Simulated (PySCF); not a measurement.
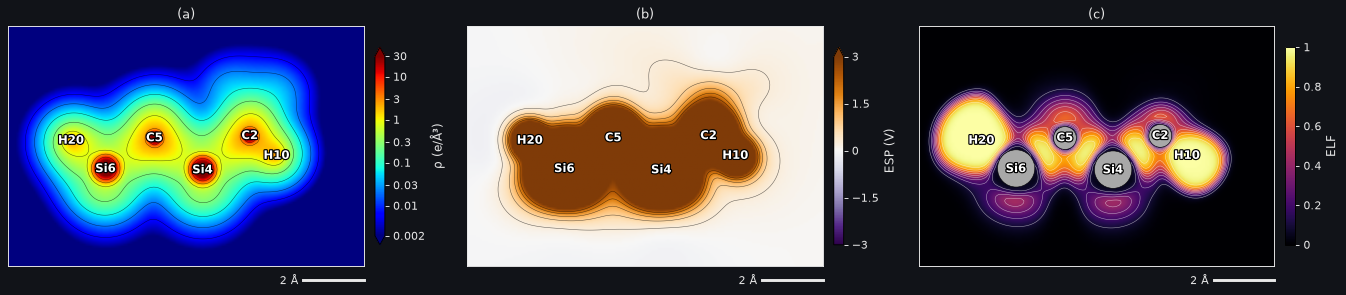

Figure. C₄H₁₄Si₂ (SMILES CC(C)[SiH2]C[SiH3]). (a) electron density; (b) molecular electrostatic potential; (c) electron localisation function on the plane of atoms C2, Si4 and C5. Grey discs cover the atomic cores in the ELF map.

Geometry: GFN2-xTB.

These are results of PBE0/pcSseg-1, SCF density, gas phase, non-relativistic (PySCF 2.14.0), not measurements.

```xyz
20

C    -1.8644   -1.3749   -0.0765
C    -1.5766    0.0338    0.4363
C    -1.9663    1.0632   -0.6214
Si    0.2436    0.2344    0.9936
C     1.4382   -0.0427   -0.4564
Si    3.2760    0.1294   -0.0191
H    -2.9192   -1.4875   -0.3269
H    -1.2840   -1.5815   -0.9737
H    -1.6109   -2.1206    0.6740
H    -2.2123    0.2030    1.3123
H    -1.7875    2.0747   -0.2628
H    -1.3872    0.9153   -1.5309
H    -3.0216    0.9734   -0.8784
H     0.5087   -0.7453    2.0569
H     0.4130    1.5918    1.5315
H     1.2717   -1.0366   -0.8727
H     1.2028    0.6622   -1.2542
H     3.5446    1.4787    0.4802
H     3.6383   -0.8529    1.0036
H     4.0881   -0.1072   -1.2188
```

> What does the map show?

The plane passes through C, Si and H nuclei.
C–Si (1.90 Å): ρ at the midpoint is about 0.89 e/Å³; the ELF peaks at about 0.95 between the atoms: a covalent bond.
C–H (1.10 Å): ρ is about 1.9 e/Å³ halfway; the ELF climbs to about 1 towards the hydrogen, as it does in any bond to H: an ordinary covalent bond to hydrogen.
Si–H (1.47 Å): ρ at the midpoint is about 0.8 e/Å³; the ELF climbs to about 1 towards the hydrogen.
The potential has no marked negative region in this plane.
